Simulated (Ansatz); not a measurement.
# BaPbS3 in I4/mcm, a phase reached by a soft mode: following an unstable mode

Aim: this structure of BaPbS3 in I4/mcm, a phase reached by a soft mode is to be tested for unstable modes, and one is followed downhill.

Calculated with Ansatz 0.2.0; DFT PBEsol, scalar-relativistic, plane waves, PAW; PAW set soft_1.

The structure was built from a prototype and need not be the compound's stable phase.

## 1. Starting point

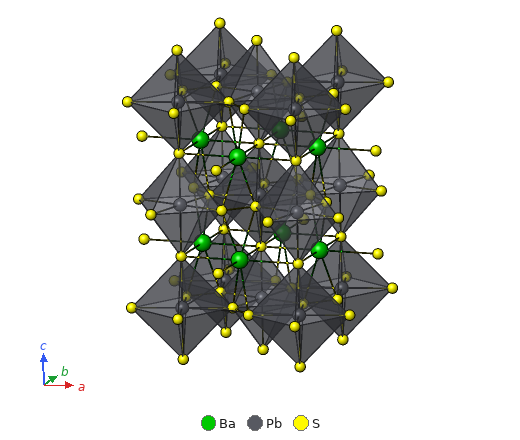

The starting structure, seen slightly off an axis (barium green, lead dark grey, sulfur yellow). This picture shows the conventional cell, with its axes. Some periodic images of atoms are drawn too.

## 2. Linear response at the zone centre

This phase was reached earlier by freezing in an unstable mode of a structure of higher symmetry and relaxing. Its zone-centre modes can show that it is still unstable.

File input.yaml:

```yaml
crystal:
  lattice:
    - [-3.4747030716, 3.4747030716, 5.9010232179]
    - [3.4747030716, -3.4747030716, 5.9010232179]
    - [3.4747030716, 3.4747030716, -5.9010232179]
  atoms:
    - { symbol: Ba, position: [0.25, 0.75, 0.5] }
    - { symbol: Ba, position: [0.75, 0.25, 0.5] }
    - { symbol: Pb, position: [0.0, 0.0, 0.0] }
    - { symbol: Pb, position: [0.5, 0.5, 0.0] }
    - { symbol: S, position: [0.3934656124, 0.8934656124, 0.2869312248] }
    - { symbol: S, position: [0.6065343876, 0.1065343876, 0.7130687752] }
    - { symbol: S, position: [0.25, 0.25, 0.0] }
    - { symbol: S, position: [0.75, 0.75, 0.0] }
    - { symbol: S, position: [0.8934656124, 0.6065343876, 0.5] }
    - { symbol: S, position: [0.1065343876, 0.3934656124, 0.5] }
kpoints:
  mp_grid: { grid: [8, 8, 8] }
hamiltonian:
  xc: pbesol
  pseudopotentials: { kind: paw, azcp: { folder: soft_1 }, xc_functional: pbe }
scf:
  occupations: { method: methfessel_paxton, width: 0.2 }
output:
  eigenvalues: true
phonons:
  method: dfpt
```

Run with:

```console
$ ansatz run input.yaml --threads 4 --pin off --max-ram 16384MiB --backend cpu --events-out ev --progress --plain --runs-dir out
```

Numbers of over 12 decimals in the logs are rounded to 6 here.

The log of the run:

```text
Engine: ansatz 0.2.0, aarch64-unknown-linux-gnu
Pseudopotentials: kind: paw
Pseudopotential: Ba, paw, valence charge 10, recommended cutoff 420 eV (normal), soft_1/Ba.paw.azcp
Pseudopotential: Pb, paw, valence charge 14, recommended cutoff 420 eV (normal), soft_1/Pb.paw.azcp
Pseudopotential: S, paw, valence charge 6, recommended cutoff 420 eV (normal), soft_1/S.paw.azcp
Functional definition: PBEsol
  exchange = pbesol_x
  correlation = pbesol_c
Crystal: 10 atoms, lattice volume = 284.985 Å³
Basis set: ecut = 420 eV, 5583 PW (Γ), exchange–correlation on 108×108×108 points (8 copies of the dense FFT grid, shifted against one another)
Bands: 52, of which v1, the nominal top of the filled ones, is band 42 counted from 1 (41 counted from 0)
Symmetry: 16 space group operations
k-points: 260 of 512 (irreducible under 1 space group operation, time reversal used)
Non-local potential: Ba, projectors of the file, l = 0: 3, l = 1: 2, l = 2: 2, l = 3: 2
Non-local potential: Pb, projectors of the file, l = 0: 2, l = 1: 2, l = 2: 2, l = 3: 1
Non-local potential: S, projectors of the file, l = 0: 2, l = 1: 2, l = 2: 1
PAW form: soft (Blöchl's): semilocal exchange-correlation on the pseudo side does not see the compensation charge
PAW frozen core: Ba, regenerated for the run's functional, and the local potential with it (the file was generated under x = pbe(κ = 0.804, μ = 0.219515), c = pbe(β = 0.066725))
PAW frozen core: Pb, regenerated for the run's functional, and the local potential with it (the file was generated under x = pbe(κ = 0.804, μ = 0.219515), c = pbe(β = 0.066725))
PAW frozen core: S, regenerated for the run's functional, and the local potential with it (the file was generated under x = pbe(κ = 0.804, μ = 0.219515), c = pbe(β = 0.066725))
PAW one-centre angular grid: Ba, 194 points (default); XC on 64 Gauss nodes
PAW one-centre angular grid: Pb, 590 points (default); XC on 64 Gauss nodes
PAW one-centre angular grid: S, 110 points (default); XC on 64 Gauss nodes
Initial density: superposition of atomic densities (chi_scale 0.1, normalization cell, long waves kept (reshape's long-wave potential 0.00 eV rms))
Initial wavefunctions: pseudopotential atomic-orbital guess
Functional: x = pbesol(κ = 0.804, μ = 0.123457), c = pbesol(β = 0.046)
SCF iter   1: F=—  HF=-40564.632483 eV  |F-HF|=—  |Δ(HF+E_count)|=         —  Δρ=3.66e-2  dr2=1.52e1  ethr=3.10e-3  ⟨swp⟩=11.5  Hψ=75918  notcnv=0
preconditioner: auto → Kerker (q_TF=auto, 2.226 Å⁻¹)  [metal: Δε(μ)=0.045 eV  Ē_g=11.366 eV  σ=0.200 eV  W_gap=0.19  n_scr=60 (ndim 8)  ℏωp=19.7 eV  f_vac=0.000  D(μ)=1.72/eV (n_scr^D=0)]
SCF iter   2: F=—  HF=-40561.945350 eV  |F-HF|=—  |Δ(HF+E_count)|=    2.69e0  S|Δr|=    0.00e0  Δρ=2.37e-2  dr2=7.24e0  ethr=3.10e-3  ⟨swp⟩=3.4  Hψ=24461  notcnv=0  defer=651
SCF iter   3: F=—  HF=-40559.400790 eV  |F-HF|=—  |Δ(HF+E_count)|=    2.54e0  S|Δr|=    0.00e0  Δρ=7.26e-3  dr2=8.53e-1  ethr=3.10e-3  ⟨swp⟩=7.0  Hψ=41749  notcnv=0  defer=617
SCF iter   4: F=—  HF=-40559.119776 eV  |F-HF|=—  |Δ(HF+E_count)|=   2.81e-1  S|Δr|=    0.00e0  Δρ=3.76e-3  dr2=1.19e-1  ethr=1.02e-3  ⟨swp⟩=6.4  Hψ=31672  notcnv=0  defer=586
SCF iter   5: F=—  HF=-40559.098627 eV  |F-HF|=—  |Δ(HF+E_count)|=   2.11e-2  S|Δr|=    0.00e0  Δρ=1.37e-3  dr2=9.88e-3  ethr=1.41e-4  ⟨swp⟩=3.2  Hψ=25991  notcnv=0  defer=535
SCF iter   6: F=—  HF=-40559.100525 eV  |F-HF|=—  |Δ(HF+E_count)|=   1.90e-3  S|Δr|=    0.00e0  Δρ=5.17e-4  dr2=2.39e-3  ethr=1.18e-5  ⟨swp⟩=2.9  Hψ=24240  notcnv=0  defer=519
SCF iter   7: F=—  HF=-40559.101132 eV  |F-HF|=—  |Δ(HF+E_count)|=   6.07e-4  S|Δr|=    0.00e0  Δρ=1.76e-4  dr2=1.86e-4  ethr=2.85e-6  ⟨swp⟩=2.7  Hψ=24604  notcnv=0  defer=519
SCF iter   8: F=—  HF=-40559.101301 eV  |F-HF|=—  |Δ(HF+E_count)|=   1.69e-4  S|Δr|=    0.00e0  Δρ=5.39e-5  dr2=1.33e-5  ethr=2.21e-7  ⟨swp⟩=2.0  Hψ=20309  notcnv=0  defer=519
SCF iter   9: F=—  HF=-40559.101313 eV  |F-HF|=—  |Δ(HF+E_count)|=   1.19e-5  S|Δr|=    0.00e0  Δρ=1.54e-5  dr2=1.15e-6  ethr=1.59e-8  ⟨swp⟩=2.0  Hψ=20350  notcnv=0  defer=519
SCF iter  10: F=—  HF=-40559.101234 eV  |F-HF|=—  |Δ(HF+E_count)|=   7.87e-5  S|Δr|=    0.00e0  Δρ=4.92e-6  dr2=1.58e-7  ethr=1.37e-9  ⟨swp⟩=2.0  Hψ=18313  notcnv=0  defer=519
SCF iter  11: F=—  HF=-40559.101234 eV  |F-HF|=—  |Δ(HF+E_count)|=   4.41e-8  S|Δr|=    0.00e0  Δρ=1.98e-6  dr2=1.14e-8  ethr=1.88e-10  ⟨swp⟩=2.1  Hψ=23552  notcnv=0  defer=519
SCF iter  12: F=—  HF=-40559.101234 eV  |F-HF|=—  |Δ(HF+E_count)|=   6.41e-9  S|Δr|=    0.00e0  Δρ=5.19e-7  dr2=1.68e-9  ethr=1.36e-11  ⟨swp⟩=2.0  Hψ=23548  notcnv=0  defer=519
SCF iter  13: F=—  HF=-40559.101234 eV  |F-HF|=—  |Δ(HF+E_count)|=   1.03e-9  S|Δr|=    0.00e0  Δρ=1.40e-7  dr2=7.81e-11  ethr=2.00e-12  ⟨swp⟩=2.0  Hψ=20379  notcnv=0  defer=519
SCF iter  14: F=-40559.101234 eV  HF=-40559.101234 eV  |F-HF|=2.91e-11  |Δ(HF+E_count)|=  8.73e-11  S|Δr|=    0.00e0  Δρ=4.55e-8  dr2=7.36e-12  ethr=1.00e-12  ⟨swp⟩=24.3  Hψ=114585  notcnv=0
SCF 1 converged in 14 iterations: F = -40559.101234 eV  dr2 = 7.36e-12
  greatest PAW one-centre occupation: 0.982 electrons in one spin orbital (limit 2), on the Pb atom at site 3 (counted from 0), in its partial waves of l = 2
DFPT response loops at Γ: preconditioner auto → Kerker (q_TF=auto, 2.226 Å⁻¹) (partly filled bands, converged f_vac=0.007); β = 1.00, the filter's whole step (`scf.mixing.beta` (0.50) is not read by the response loops under this deck's `scf.mixing.preconditioner`; to damp them name `kerker` or `kerker_dos`, under which they read `scf.mixing.beta`, and type it under 1.00, their step now; both keys bind the ground state too); Broyden in place of MSR1
SCF converged after 14 iterations
Stability not checked: this state was not tested for a lower state beside it, because cold or Methfessel-Paxton smearing, or corrected tetrahedra, fill the levels in a way that the test cannot read (fill_not_monotonic; see scf.lower_state_search)
Free energy (F): -40559.101234 eV
Harris-Foulkes:  -40559.101234 eV  (|F-HF|=2.91e-11)
Internal energy: -40559.109571 eV  (E = F + TS)
E sigma→0 (E₀):  -40559.103318 eV
Entropy (-TS):   0.008337 eV (0.834 meV/atom)
Fermi energy:    7.721703 eV
--- Per-component energies (eV) ---
  E_band       = -276.584020
  E_kinetic    = 1535.545387
  E_local      = -4045.507281  (includes V_loc(G=0)·N_el)
  E_nonlocal   = 1011.837369
  E_hartree    = 1464.477492
  E_xc         = -1330.857449
  E_vxc        = -1029.317230  (∫ρ·V_xc dr)
  E_paw        = -34255.853240  (= ΣΔE_a)
  E_vpaw       = -678.097265  (= ΣTr[D̂ρ^β])
  E_aug_tail   = -0.000023  (compensation charges beyond the density's cutoff)
  E_ewald      = -4939.550739
  E_core_change = 0.798912  (= ΣΔE_core)
  E_smearing   = 0.008337  (= −TS)
  E_closure    = -0.000000  (closes the sum)
  Σ components = -40559.101234   (vs F -40559.101234, Δ=0.00e0)
--- Band table (eV; the first three rows and the last of 260) ---
  k-point 0: bands = [... 38 lower, 5.9737, 5.9737, 6.1692, 7.8467, 7.8467, 8.1545, 8.7910, 9.1596, ... 6 higher]
  k-point 1: bands = [... 38 lower, 5.8971, 6.0044, 6.0295, 7.4526, 7.7767, 8.4553, 8.7981, 9.4154, ... 6 higher]
  k-point 2: bands = [... 38 lower, 5.7080, 5.7557, 5.9226, 6.9794, 7.7091, 8.7243, 8.8239, 9.5706, ... 6 higher]
  k-point 259: bands = [... 38 lower, 5.9334, 5.9334, 6.8013, 7.6029, 8.0228, 8.0228, 8.8291, 9.0114, ... 6 higher]
--- Phonons (Γ-DFPT): 8 representative perturbations + reference, on 260 of 512 k-points (Σ response iterations 25) ---
  k mesh reduced under 1 symmetry operation, with k and −k counted as one. Each operation leaves every solved perturbation unchanged. A smaller set is not used because it would not reduce the number of displacements times k-points to solve
  ASR residual: 8.631e-5 → 0.000e0 eV/Å²; symmetrization residual: 9.077e-6 eV/Å²
  ASR residual per site (eV/Å²): 8.63e-5 8.63e-5 5.67e-5 5.67e-5 3.94e-5 3.94e-5 3.24e-5 3.24e-5 3.94e-5 3.94e-5
  Γ frequencies (cm⁻¹): -72.32 -26.25 -26.25 -22.54 -22.54 0.00 0.00 0.00 46.87 46.87 63.55 75.72 75.72 104.23 111.07 111.07 115.30 118.61 118.61 163.44 163.44 171.73 171.73 176.28 180.36 184.74 188.43 205.35 370.62 452.51
  non-analytic LO–TO correction: not included (Born effective charges unavailable; polar crystals: no LO–TO splitting at Γ)
```

Run time: 22 min. Hardware: 4 threads of Arm Neoverse V2, shared host; peak memory 9.5 GiB.

Numbers from this step:

```yaml
volume_per_atom: 28.50 Å³
gap_on_the_k_mesh: 0 eV
sum_rule_residual_before_enforcement: 8.63e-5 eV/Å²
point_group: 4/mmm
highest_optical_mode_at_the_zone_centre_no_lo_to_term: 452.5 cm⁻¹
lowest_optical_zone_centre_mode: -72.32 cm⁻¹
```

Patterns of degenerate modes are one choice out of their space. Modes at Γ, with each element's share of the kinetic energy (negative means imaginary):

| mode | frequency (cm⁻¹) | symmetry | Ba % | Pb % | S % |
| --- | --- | --- | --- | --- | --- |
| 1 | -72.3 | A2u | 11 | 46 | 43 |
| 2 | -26.2 | Eg | 79 | 0 | 21 |
| 3 | -26.2 | Eg | 79 | 0 | 21 |
| 4 | -22.5 | Eu | 25 | 34 | 41 |
| 5 | -22.5 | Eu | 25 | 34 | 41 |
| 6 | 0.0 | acoustic | 31 | 47 | 22 |
| 7 | 0.0 | acoustic | 31 | 47 | 22 |
| 8 | 0.0 | acoustic | 31 | 47 | 22 |
| 9 | 46.9 | Eu | 37 | 28 | 35 |
| 10 | 46.9 | Eu | 37 | 28 | 35 |
| 11 | 63.5 | A1u | 0 | 100 | 0 |
| 12 | 75.7 | Eu | 7 | 18 | 75 |
| 13 | 75.7 | Eu | 7 | 18 | 75 |
| 14 | 104.2 | A2u | 31 | 7 | 61 |
| 15 | 111.1 | Eg | 17 | 0 | 83 |
| 16 | 111.1 | Eg | 17 | 0 | 83 |
| 17 | 115.3 | B2g | 100 | 0 | 0 |
| 18 | 118.6 | Eu | 0 | 54 | 46 |
| 19 | 118.6 | Eu | 0 | 54 | 46 |
| 20 | 163.4 | Eg | 4 | 0 | 96 |
| 21 | 163.4 | Eg | 4 | 0 | 96 |
| 22 | 171.7 | Eu | 0 | 18 | 82 |
| 23 | 171.7 | Eu | 0 | 18 | 82 |
| 24 | 176.3 | B1u | 0 | 0 | 100 |
| 25 | 180.4 | A2u | 26 | 0 | 74 |
| 26 | 184.7 | A2g | 0 | 0 | 100 |
| 27 | 188.4 | B1g | 0 | 0 | 100 |
| 28 | 205.3 | A2g | 0 | 0 | 100 |
| 29 | 370.6 | B2g | 0 | 0 | 100 |
| 30 | 452.5 | A1g | 0 | 0 | 100 |

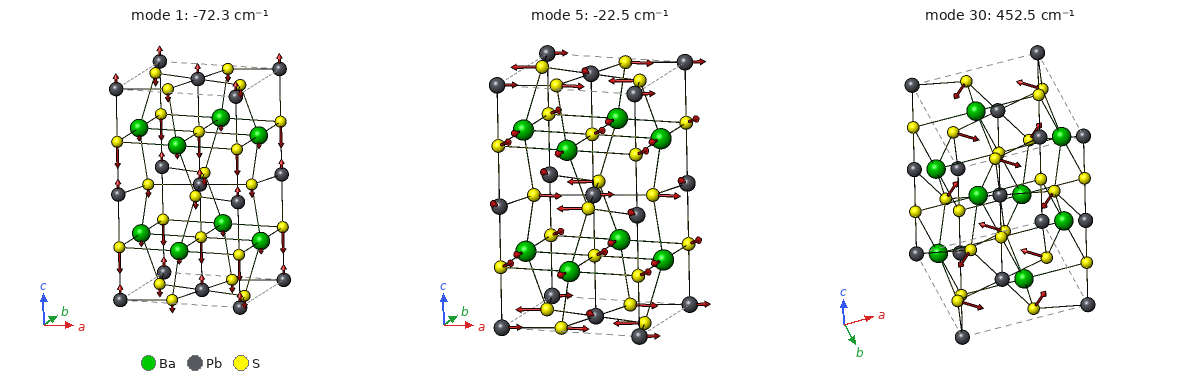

Displacement patterns of modes 1, 5 and 30 at Γ; arrows are exaggerated. Some periodic images of atoms are drawn too.

Before it was imposed, the acoustic sum rule was missed by 8.6e-5 eV/Å². Small misses are needed for a sound result but don't prove that mesh and cutoff are converged. The lowest optical mode is imaginary, 72.3i cm⁻¹, so the energy falls along it.

## 3. The mode frozen in, largest atomic shift 0 Å

The mode followed lies at Γ with frequency 72.3i cm⁻¹, the softest among the wavevectors solved. At small amplitude the distorted cell has space group no. 108 by a symmetry search on the positions. The undistorted cell that holds it gives the zero of energy on the same k mesh.

input.yaml, as its differences from that of step 2:

```diff
@@ -24,4 +24,4 @@
 output:
+  forces: true
+  stress: true
   eigenvalues: true
-phonons:
-  method: dfpt
```

The log of the run:

```text
[...]
Crystal: 10 atoms, lattice volume = 284.985 Å³
Basis set: ecut = 420 eV, 5583 PW (Γ), exchange–correlation on 108×108×108 points (8 copies of the dense FFT grid, shifted against one another)
Bands: 52, of which v1, the nominal top of the filled ones, is band 42 counted from 1 (41 counted from 0)
Symmetry: 16 space group operations
[...]
k-points: 59 of 512
[...]
k-point 0: bands = [... 38 lower, 5.9737, 5.9737, 6.1693, 7.8467, 7.8467, 8.1545, 8.7910, 9.1596, ... 6 higher]
  k-point 1: bands = [... 38 lower, 5.8971, 6.0044, 6.0295, 7.4526, 7.7767, 8.4553, 8.7981, 9.4154, ... 6 higher]
  k-point 2: bands = [... 38 lower, 5.7080, 5.7557, 5.9226, 6.9795, 7.7092, 8.7243, 8.8240, 9.5706, ... 6 higher]
  k-point 58: bands = [... 38 lower, 5.9334, 5.9334, 6.8013, 7.6029, 8.0228, 8.0228, 8.8292, 9.0114, ... 6 higher]
[key lines of the parts left out:]
SCF converged after 11 iterations
Free energy (F): -40559.101234 eV
Fermi energy:    7.721728 eV
P = ⅓ Tr σ = 0.0000 GPa (0.000 kbar)
```

Elapsed: 17 s, on 4 threads; peak memory 1.1 GiB; 68 s of CPU time.

This step gave:

```yaml
pressure: 3.40e-5 GPa
energy_from_the_undistorted_cell: 0 meV/atom
```

The run ends at a pressure of 0.00 GPa.

## 4. The mode frozen in, largest atomic shift 0.14 Å

The atoms are moved along the unstable eigenvector, the largest shift by 0.14 Å, with the cell fixed.

input.yaml, the sections that differ from step 3:

```yaml
crystal:
  lattice:
    - [-3.4747030716, 3.4747030716, 5.9010232179]
    - [3.4747030716, -3.4747030716, 5.9010232179]
    - [3.4747030716, 3.4747030716, -5.9010232179]
  atoms:
    - { symbol: Ba, position: [0.2466228444, 0.7466228444, 0.5] }
    - { symbol: Ba, position: [0.7466228444, 0.2466228444, 0.5] }
    - { symbol: Pb, position: [0.0055279002, 0.0055279002, 0.0] }
    - { symbol: Pb, position: [0.5055279002, 0.5055279002, 0.0] }
    - { symbol: S, position: [0.3887666207, 0.8887666207, 0.2869312248] }
    - { symbol: S, position: [0.6018353959, 0.1018353959, 0.7130687752] }
    - { symbol: S, position: [0.2381376505, 0.2381376505, 0.0] }
    - { symbol: S, position: [0.7381376505, 0.7381376505, 0.0] }
    - { symbol: S, position: [0.8887666207, 0.6018353959, 0.5] }
    - { symbol: S, position: [0.1018353959, 0.3887666207, 0.5] }
# kpoints, hamiltonian, scf, output: as in step 3
```

The log of the run:

```text
[...]
Crystal: 10 atoms, lattice volume = 284.985 Å³
Basis set: ecut = 420 eV, 5583 PW (Γ), exchange–correlation on 108×108×108 points (8 copies of the dense FFT grid, shifted against one another)
Bands: 52, of which v1, the nominal top of the filled ones, is band 42 counted from 1 (41 counted from 0)
Symmetry: 8 space group operations
[...]
k-point 0: bands = [... 38 lower, 5.9412, 5.9412, 6.0314, 7.8953, 7.8953, 8.1964, 8.9902, 9.1363, ... 6 higher]
  k-point 1: bands = [... 38 lower, 5.8659, 5.9118, 5.9926, 7.4775, 7.8219, 8.4975, 8.9832, 9.3977, ... 6 higher]
  k-point 2: bands = [... 38 lower, 5.6693, 5.7444, 5.8930, 6.9530, 7.7510, 8.7599, 8.9843, 9.6069, ... 6 higher]
  k-point 58: bands = [... 38 lower, 5.8646, 5.8646, 6.7248, 7.6689, 8.0683, 8.0683, 8.9285, 8.9869, ... 6 higher]
[key lines of the parts left out:]
SCF converged after 11 iterations
Free energy (F): -40559.122843 eV
Fermi energy:    7.767848 eV
P = ⅓ Tr σ = 0.3184 GPa (3.184 kbar)
```

Wall time 28 s (4 threads); peak memory 1 GiB; 1.8 min of CPU time.

This step gave:

| Property | Result |
| --- | --- |
| pressure | 0.3184 GPa |
| energy from the undistorted cell | -2.161 meV/atom |

The energy, extrapolated to zero smearing, is -2.16 meV/atom against the undistorted cell.

The run ends at a pressure of 0.32 GPa, with forces up to 0.10 eV/Å.

## 5. Energy along the mode, all amplitudes (two of the runs are shown above)

An imaginary frequency means negative curvature, so the energy should fall and then rise again as anharmonic terms take over.

Numbers from this step:

```yaml
depth_at_the_lowest_point_sampled: 2.161 meV/atom
largest_atomic_shift_at_that_point: 0.14 Å
```

Energy from the parent against largest atomic shift:

| largest atomic shift (Å) | energy from the parent (meV/atom) |
| --- | --- |
| 0.000 | 0 |
| 0.040 | -0.292 |
| 0.080 | -1.04 |
| 0.140 | -2.16 |
| 0.220 | -0.102 |
| 0.320 | 19.3 |

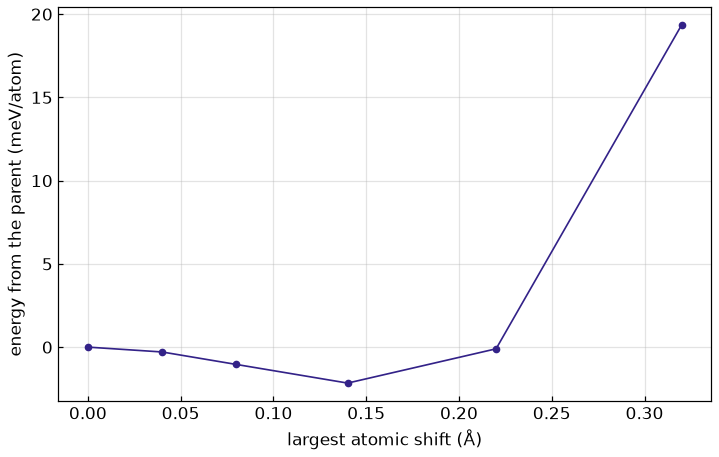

Energy from the parent against largest atomic shift.

Displacement at unit largest shift by atom:

| atom | x (Å) | y (Å) | z (Å) | size |
| --- | --- | --- | --- | --- |
| Ba1 | 0.00 | 0.00 | -0.28 | 0.28 |
| Ba2 | 0.00 | 0.00 | -0.28 | 0.28 |
| Pb3 | 0.00 | 0.00 | 0.47 | 0.47 |
| Pb4 | 0.00 | 0.00 | 0.47 | 0.47 |
| S5 | 0.00 | 0.00 | -0.40 | 0.40 |
| S6 | 0.00 | 0.00 | -0.40 | 0.40 |
| S7 | 0.00 | 0.00 | -1.00 | 1.00 |
| S8 | 0.00 | 0.00 | -1.00 | 1.00 |
| S9 | 0.00 | 0.00 | -0.40 | 0.40 |
| S10 | 0.00 | 0.00 | -0.40 | 0.40 |

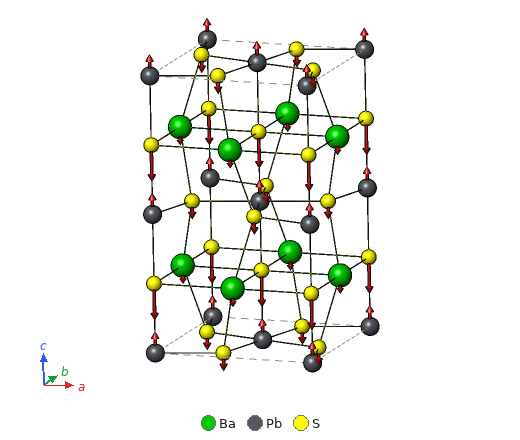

Displacement at unit largest shift as arrows, the longest 1 Å. Some periodic images of atoms are drawn too.

The lowest of the steps tried is at 0.14 Å, 2.16 meV/atom below the parent; the bottom of the well need not coincide with a step.

(Continued in part 2 of 2.)

[Logs are printed without paths, hosts, clocks, repeated set-up lines and the standing remarks that a program may print on its own settings, such as how far it seeks lower states.]

[Hosts, paths, dates, database ids (printed as entryN), source tags and the programs' standing remarks are cut or masked in the printed files.]
